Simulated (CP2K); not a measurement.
# One shape, several levels: doublet NClO+

Wanted: a comparison of 4 runs (UHF/3-21G, PM3, GFN1-xTB, GFN2-xTB) of doublet NClO+. 

The calculation is run with CP2K 2026.2.

7 further runs of the same task are left out: 7 that didn't finish.

## Step 1: The molecule

NClO+ has 3 atoms, charge +1, and is taken as a doublet. SMILES of the parent species: `O=NCl`. The coordinates come from a PBE0-D4/def2-TZVP relaxation. That shape belongs to the parent species and isn't relaxed for this state.

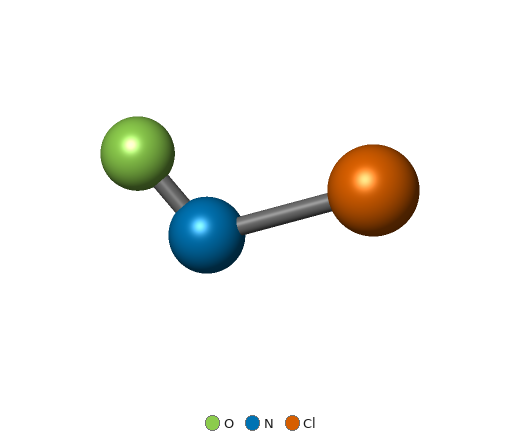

Viewed from a chosen angle; oxygen green, nitrogen blue, chlorine orange.

## Step 2: The energy at UHF/3-21G (run 1)

File mol.inp:

```
&GLOBAL
    PROJECT_NAME mol
    RUN_TYPE ENERGY
    PRINT_LEVEL MEDIUM
&END GLOBAL

&FORCE_EVAL
    METHOD QS
    &DFT
        BASIS_SET_FILE_NAME ./3_21g.basis
        POTENTIAL_FILE_NAME POTENTIAL
        CHARGE 1
        MULTIPLICITY 2
        UNRESTRICTED_KOHN_SHAM T
        &QS
            METHOD GAPW
            EPS_DEFAULT 1.0E-10
        &END QS
        &MGRID
            CUTOFF 280
            REL_CUTOFF 50
            NGRIDS 4
        &END MGRID
        &POISSON
            PERIODIC NONE
            POISSON_SOLVER MULTIPOLE
        &END POISSON
        &SCF
            SCF_GUESS ATOMIC
            EPS_SCF 1.0E-06
            MAX_SCF 150
            &DIAGONALIZATION
                ALGORITHM STANDARD
            &END DIAGONALIZATION
            &MIXING
                METHOD DIRECT_P_MIXING
                ALPHA 0.4
            &END MIXING
        &END SCF
        &XC
            &XC_FUNCTIONAL NONE
            &END XC_FUNCTIONAL
            &HF
                FRACTION 1
                &SCREENING
                    EPS_SCHWARZ 1.0E-10
                &END SCREENING
                &MEMORY
                    MAX_MEMORY 1050
                &END MEMORY
            &END HF
        &END XC
        &PRINT
            &MOMENTS
                PERIODIC F
                REFERENCE COM
                MAX_MOMENT 1
            &END MOMENTS
            &MO ON
                ENERGIES T
                OCCUPATION_NUMBERS T
                NDIGITS 6
                &EACH
                    QS_SCF 0
                &END EACH
                ADD_LAST NUMERIC
            &END MO
            &LOWDIN ON
            &END LOWDIN
            &HIRSHFELD OFF
            &END HIRSHFELD
        &END PRINT
    &END DFT
    &SUBSYS
        &CELL
            ABC 9.1 8.5 8
            PERIODIC NONE
        &END CELL
        &COORD
            SCALED T
            O    0.61275879   0.44029353   0.56199500
            N    0.50857967   0.40956176   0.49328000
            Cl   0.38724121   0.59043824   0.43800500
        &END COORD
        &KIND O
            BASIS_SET 3-21G
            POTENTIAL ALL
            LEBEDEV_GRID 194
            RADIAL_GRID 100
        &END KIND
        &KIND N
            BASIS_SET 3-21G
            POTENTIAL ALL
            LEBEDEV_GRID 194
            RADIAL_GRID 100
        &END KIND
        &KIND Cl
            BASIS_SET 3-21G
            POTENTIAL ALL
            LEBEDEV_GRID 194
            RADIAL_GRID 100
        &END KIND
    &END SUBSYS
&END FORCE_EVAL
```

Run with:

```
$ OMP_NUM_THREADS=1 cp2k.psmp mol.inp > mol.out
```

What it wrote:

```text
CP2K| version string:                                       CP2K version 2026.2
[...]
 GLOBAL| Method name                                                        CP2K
[...]
 GLOBAL| Run type                                                         ENERGY
[...]
 DFT| Spin unrestricted (spin-polarized) Kohn-Sham calculation               UKS
 DFT| Multiplicity                                                             2
[...]
 DFT| Charge                                                                   1
[...]
 QS| Method:                                                                GAPW
[...]
 QS| Density cutoff [a.u.]:                                                140.0
[...]
 QS| Relative density cutoff [a.u.]:                                        25.0
[...]
                             - Atoms:                                          3
[...]
                             - Spherical basis functions:                     31
[...]
 Number of electrons:                                                         16
[...]
     1 P_Mix/Diag. 0.40E+00    0.5     0.20416151      -574.5491731958 -5.75E+02
[...]
    53 DIIS/Diag.  0.24E-06    0.2     0.00000057      -585.3662752216  2.61E-12
  *** SCF run converged in    53 steps ***
[...]
  Overlap energy of the core charge distribution:               0.00000059047278
  Self energy of the core charge distribution:               -319.55212336776242
  Core Hamiltonian energy:                                   -277.74814849547107
  Hartree energy:                                              56.41844725741846
  Exchange-correlation energy:                                  0.00000000000000
  Hartree-Fock Exchange energy:                               -41.76404605696521
[...]
  Ideal and single determinant S**2 :                    0.750000       0.986223
[...]
                     Mulliken Population Analysis
 #  Atom  Element  Kind  Atomic population (alpha,beta) Net charge  Spin moment
       1     O        1         4.419979     3.482109     0.097912     0.937870
       2     N        2         3.015803     3.500626     0.483571    -0.484824
       3     Cl       3         8.564218     8.017264     0.418517     0.546954
 # Total charge and spin       16.000000    15.000000     1.000000     1.000000
[...]
  Dipole moment [Debye]
    X=  0.1391164E+01 Y= -0.1245009E+01 Z=  0.6342128E+00  Total=      1.9717027
 ENERGY| Total FORCE_EVAL ( QS ) energy [hartree]           -585.366275221593810
[...]
```

It took 13 s on 1 thread of Intel Xeon 6975P-C (Granite Rapids), shared host; peak memory 0.43 GiB.

## Step 3: A single-point energy at PM3 (run 2)

File molecule.xyz:

```xyz
3

O      1.000080    -0.338330     0.513880
N      0.052050    -0.599550    -0.035840
Cl    -1.052130     0.937900    -0.478040
```

File run.inp:

```
&GLOBAL
   PROJECT_NAME run
   RUN_TYPE ENERGY
   PRINT_LEVEL MEDIUM
&END GLOBAL

&FORCE_EVAL
   METHOD Quickstep
   &DFT
      CHARGE 1
      MULTIPLICITY 2
      UKS T
      &QS
         METHOD PM3
         EPS_DEFAULT 1.0E-10
         &SE
            &COULOMB
               CUTOFF [angstrom] 50
               RC_RANGE [angstrom] 0
            &END COULOMB
            &EXCHANGE
               CUTOFF [angstrom] 50
               RC_RANGE [angstrom] 0
            &END EXCHANGE
         &END SE
      &END QS
      &POISSON
         PERIODIC NONE
         POISSON_SOLVER ANALYTIC
      &END POISSON
      &SCF
         SCF_GUESS ATOMIC
         EPS_SCF 1.0E-06
         MAX_SCF 150
         ADDED_MOS 4
         &DIAGONALIZATION
            ALGORITHM STANDARD
         &END DIAGONALIZATION
         &MIXING
            METHOD DIRECT_P_MIXING
            ALPHA 0.4
         &END MIXING
      &END SCF
      &PRINT
         &MOMENTS
            PERIODIC F
            REFERENCE COM
            MAX_MOMENT 1
         &END MOMENTS
         &MO ON
            ENERGIES T
            OCCUPATION_NUMBERS T
            NDIGITS 6
            &EACH
               QS_SCF 0
            &END EACH
            ADD_LAST NUMERIC
         &END MO
         &HIRSHFELD OFF
         &END HIRSHFELD
      &END PRINT
   &END DFT
   &SUBSYS
      &CELL
         ABC 18.1 17.5 17
         PERIODIC NONE
      &END CELL
      &TOPOLOGY
         COORD_FILE_NAME molecule.xyz
         COORD_FILE_FORMAT XYZ
         &CENTER_COORDINATES
         &END CENTER_COORDINATES
      &END TOPOLOGY
   &END SUBSYS
&END FORCE_EVAL
```

Run with:

```
$ OMP_NUM_THREADS=1 cp2k.psmp run.inp > run.out
```

What it wrote:

```text
CP2K| version string:                                       CP2K version 2026.2
[...]
 GLOBAL| Method name                                                        CP2K
[...]
 GLOBAL| Run type                                                         ENERGY
[...]
 *** WARNING in qs_environment.F:2210 :: More added MOs requested than     ***
 *** available. The full set of unoccupied MOs will be used. Use           ***
 *** 'ADDED_MOS -1' to always use all available MOs and to get rid of this ***
[...]
                             - Atoms:                                          3
[...]
                             - Spherical basis functions:                     12
[...]
 Number of electrons:                                                          9
[...]
     1 P_Mix/Diag. 0.40E+00    0.0     0.56306308       -24.6986446969 -2.47E+01
[...]
    32 DIIS/Diag.  0.31E-06    0.0     0.00000035       -27.9317990683 -1.92E-12
  *** SCF run converged in    32 steps ***
  Core-core repulsion energy [eV]:                            747.86080623853024
  Core Hamiltonian energy [eV]:                             -1156.62637887823189
  Two-electron integral energy [eV]:                         -702.59466722248987
  Electronic energy [eV]:                                   -1507.92371248947666
  Total energy [eV]:                                         -760.06290625094664
  Atomic reference energy [eV]:                               770.89092115287770
  Heat of formation [kcal/mol]:                               249.69997535417886
[...]
 SE_DIPOLE| Moment [Debye]         -0.51821074       0.68875749      -0.21105895
 SE_DIPOLE| Derivative [a.u.]       0.00000000       0.00000000       0.00000000
 ENERGY| Total FORCE_EVAL ( QS ) energy [hartree]            -27.931799068271843
[...]
```

Run time: 0.93 s. Hardware: 1 thread of Intel Xeon 6975P-C (Granite Rapids), shared host; peak memory 0.18 GiB.

Run 3 isn't shown in full; the table further down has it.

## Step 4: The energy at GFN2-xTB (run 4)

File molecule.inp:

```
&GLOBAL
    PROJECT_NAME molecule
    RUN_TYPE ENERGY
    PRINT_LEVEL MEDIUM
&END GLOBAL
&FORCE_EVAL
    METHOD Quickstep
    &DFT
        CHARGE 1
        MULTIPLICITY 2
        UKS T
        &QS
            METHOD XTB
            EPS_DEFAULT 1.0E-10
            &XTB
                GFN_TYPE TBLITE
                &TBLITE
                    METHOD GFN2
                &END TBLITE
                CHECK_ATOMIC_CHARGES F
            &END XTB
        &END QS
        &POISSON
            PERIODIC NONE
            POISSON_SOLVER ANALYTIC
        &END POISSON
        &SCF
            SCF_GUESS ATOMIC
            EPS_SCF 1.0E-06
            MAX_SCF 150
            ADDED_MOS 8
            &DIAGONALIZATION
                ALGORITHM STANDARD
            &END DIAGONALIZATION
            &MIXING
                METHOD DIRECT_P_MIXING
                ALPHA 0.4
            &END MIXING
            &SMEAR ON
                METHOD FERMI_DIRAC
                ELECTRONIC_TEMPERATURE [K] 300
                FIXED_MAGNETIC_MOMENT 1.0
            &END SMEAR
        &END SCF
        &PRINT
            &MOMENTS
                PERIODIC F
                REFERENCE COM
                MAX_MOMENT 1
            &END MOMENTS
            &MO ON
                ENERGIES T
                OCCUPATION_NUMBERS T
                NDIGITS 6
                &EACH
                    QS_SCF 0
                &END EACH
                ADD_LAST NUMERIC
            &END MO
            &HIRSHFELD OFF
            &END HIRSHFELD
        &END PRINT
    &END DFT
    &SUBSYS
        &CELL
            ABC [angstrom] 18.1 17.5 17
            PERIODIC NONE
        &END CELL
        &COORD
            O      1.000080    -0.338330     0.513880
            N      0.052050    -0.599550    -0.035840
            Cl    -1.052130     0.937900    -0.478040
        &END COORD
        &TOPOLOGY
            &CENTER_COORDINATES
            &END CENTER_COORDINATES
        &END TOPOLOGY
    &END SUBSYS
&END FORCE_EVAL
```

Run with:

```
$ OMP_NUM_THREADS=1 cp2k.psmp -i molecule.inp -o molecule.out
```

What it wrote:

```text
CP2K| version string:                                       CP2K version 2026.2
[...]
 GLOBAL| Method name                                                        CP2K
[...]
 GLOBAL| Run type                                                         ENERGY
[...]
                             - Atoms:                                          3
[...]
                             - Spherical basis functions:                     17
[...]
 Number of electrons:                                                          9
[...]
  *** SCF run converged in    27 steps ***
[...]
  Fermi energy:                                                -0.71576026236660
[...]
 TB_DIPOLE| Moment [Debye]          0.75785017      -1.44976676       0.26107148
 TB_DIPOLE| Derivative [a.u.]       0.00000000       0.00000000       0.00000000
[...]
 ENERGY| Total FORCE_EVAL ( QS ) energy [hartree]            -10.837312909548514
[...]
```

It took 0.92 s on 1 thread of Intel Xeon 6975P-C (Granite Rapids), shared host; peak memory 0.19 GiB.

## Step 5: Overview of the runs

| run | level | scheme | cell | energy (Eh) | HOMO energy (eV) | wall time |
| --- | --- | --- | --- | --- | --- | --- |
| 1 | UHF/3-21G | GAPW | (9.1, 8.5, 8) | -585.366275 | -20.72 | 13 s |
| 2 | PM3 | – | (18.1, 17.5, 17) | -27.931799 | -17.60 | 0.93 s |
| 3 | GFN1-xTB | – | (12.1, 11.5, 11) | -11.409441 | -20.42 | 0.98 s |
| 4 | GFN2-xTB | – | (18.1, 17.5, 17) | -10.837313 | -20.12 | 0.92 s |

## Step 6: Summary of results

| quantity | value |
| --- | --- |
| run 4: total energy | -10.83731 Eh |
| run 4: HOMO energy (highest over α and β) | -20.12 eV |
| run 4: LUMO energy (lowest over α and β) | -19.78 eV |
| run 4: dispersion energy | -2.24 kJ/mol |

In words: Spin contamination of the reference: run 1 ⟨S²⟩ = 0.99. Force-field and semi-empirical energies have zeros of their own, so their totals don't compare. All runs together took 16 s, the longest 13 s.
